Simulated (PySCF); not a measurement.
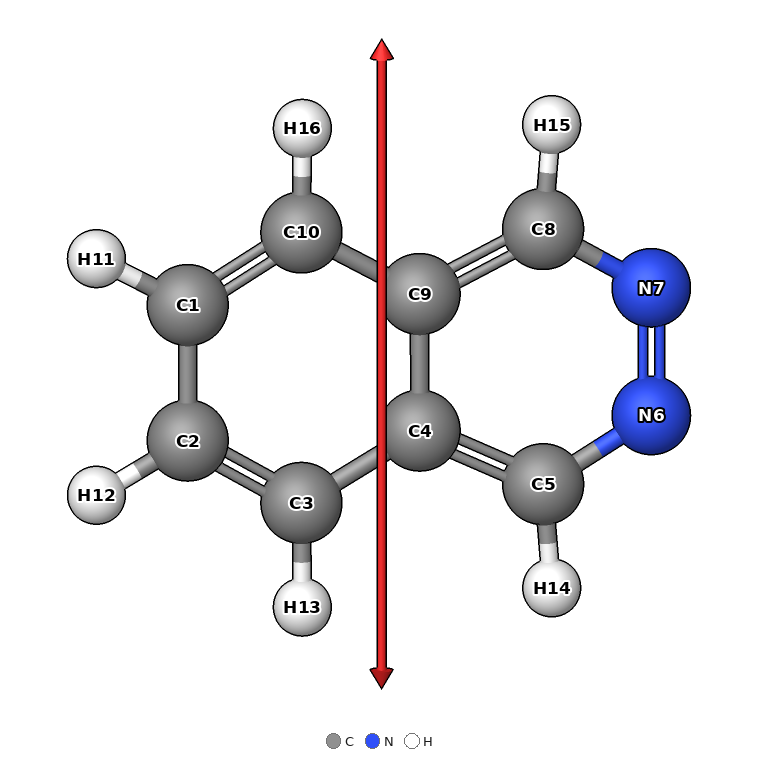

The double arrow shows the direction of the transition dipole to excited singlet state 4 (its length means nothing). Computed geometry: GFN2-xTB optimisation. No frequency run is at hand to confirm it as a minimum. Level of theory: TDDFT CAM-B3LYP/def2-SVPD, vertical, gas phase, core orbitals frozen in the response (PySCF 2.14.0).

> How is the transition polarised?

In the molecular plane, nearly parallel to the N6–N7 bond.

> Where does the transition lie, and how strong is it?

4.95 eV (250 nm), oscillator strength 0.069, mainly HOMO−1 → LUMO (weight 0.92); transition dipole 1.92 D.
